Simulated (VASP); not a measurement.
Band structure of ZrC (rock salt). All values below come from PBEsol GGA, VASP's PBE PAW potentials (set 64) (plane waves; VASP 6.6.1).

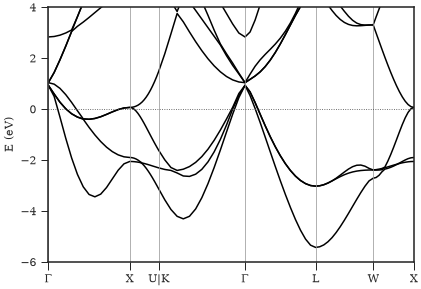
Fig. 1. Bands along high-symmetry lines, zero at the valence-band maximum or, without a gap, the Fermi level

Q: Read the plot: is there a gap, and where are the band edges?

A: It has no gap at this level: it comes out as a metal or semimetal. (Edges off the drawn lines would not show.)

The compound is ZrC in the rock salt structure. It was relaxed first.
